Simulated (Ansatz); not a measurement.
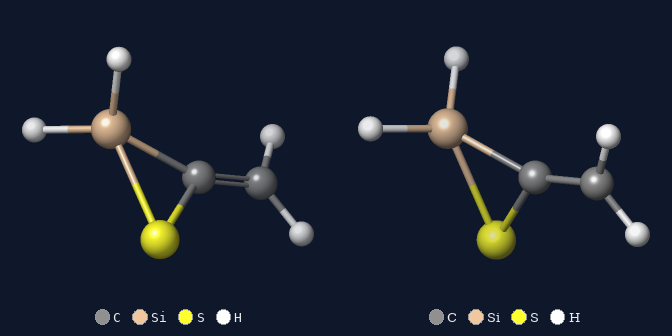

The same structure drawn twice, from different directions.

The computed structure is the end point of a PBE0-D4/def2-TZVP optimisation.

Description:

The molecule is C2H4SSi. Its SMILES string is `C=C1[SiH2]S1`. Independent rings (smallest set): 1 of 3 members. Among its groups: alkene, Si–H bond. The point group is Cs. Coordination, clear cases only: 1 C trigonal planar.

More results for the same structure follow; atom numbers are the same in all pictures, views and colours differ.

**Shape**

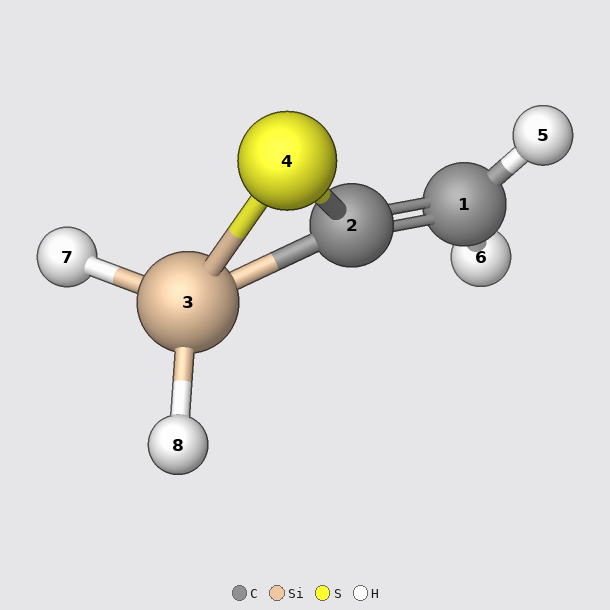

Atoms carry their numbers in the input.

Which atoms are bonded, and how long are the bonds?

| bond | length (Å) | order |
| --- | --- | --- |
| C1–C2 | 1.323 | double |
| C1–H5 | 1.085 | single |
| C1–H6 | 1.084 | single |
| C2–Si3 | 1.808 | single |
| C2–S4 | 1.790 | single |
| Si3–S4 | 2.114 | single |
| Si3–H7 | 1.479 | single |
| Si3–H8 | 1.479 | single |

**Dipole moment**

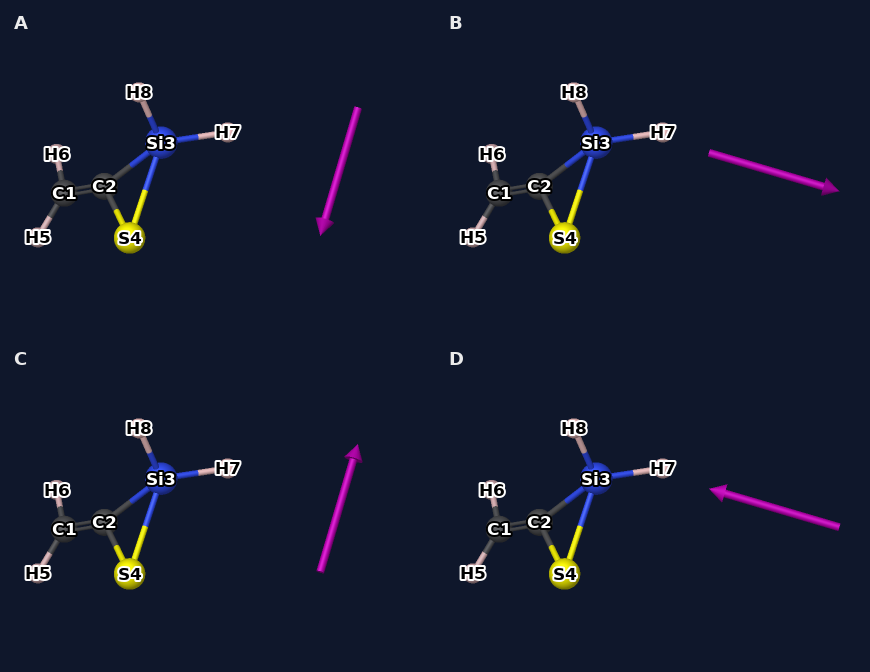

The same molecule four times, each with an arrow. Level of theory: RKS ωB97M-V/def2-TZVPP (Ansatz 0.2.0).

**Which arrow points along the dipole moment, from the negative to the positive end?**

C. The dipole moment is 1.56 D; it points from the side of S4, H5 to the side of H7, H8 (the outermost atoms at the two ends).

**Thermal motion**

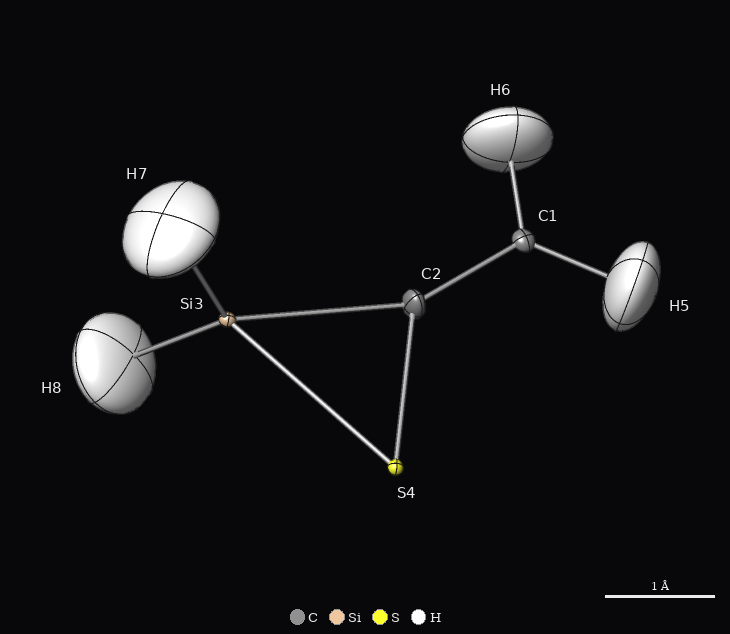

Displacement ellipsoids at the 50 % level, enlarged 2 times, from the internal vibrations of the free molecule (harmonic, no overall translation or rotation; no half-axis is drawn under 0.075 Å). Vibrations computed with RKS PBE0-D4/def2-TZVP (Ansatz 0.2.0). Temperature: 0 K (zero-point motion alone).

**Which atom moves most?**

H7, H8, with U_eq = 0.0194 Å².

**Does H7 move more along its bond or across it?**

Across it: the root-mean-square amplitude is 0.086 Å along the bond and up to 0.170 Å across, since bending and torsion are softer than stretching.

List U_eq and the three principal root-mean-square amplitudes for each kind of atom.

```tsv
atom	U_eq (Å²)	rms amplitudes (Å)
C1	0.0012	0.030, 0.036, 0.039
C2	0.0020	0.033, 0.045, 0.056
Si3	0.00047	0.012, 0.024, 0.026
S4	0.00039	0.007, 0.021, 0.026
H5	0.0164	0.078, 0.138, 0.155
H6	0.0152	0.079, 0.137, 0.144
H7, H8	0.0194	0.086, 0.148, 0.170
```

**Charges**

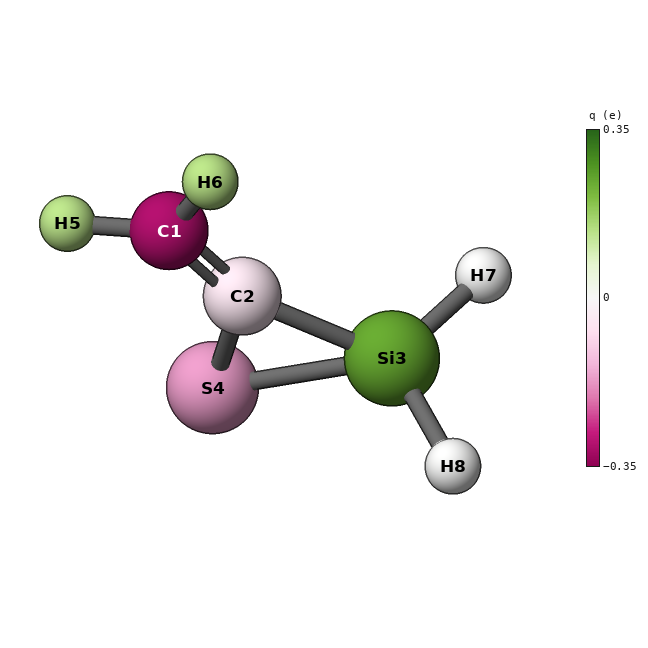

Atoms are coloured by their Mulliken charges. Properties computed with RKS PBE0-D4/def2-TZVP (Ansatz 0.2.0).

**Which atom carries the highest charge (most positive or least negative)?**

Si3 (0.24 e).

**And the lowest?**

C1 (−0.31 e).

Give the Mulliken charges atom by atom.

```
atom  value (e)
  C1      −0.31
  C2      −0.05
 Si3       0.24
  S4      −0.17
  H5       0.14
  H6       0.14
  H7       0.00
  H8       0.00
```

Mulliken values depend strongly on the basis set and can even reverse the polarity of a bond.
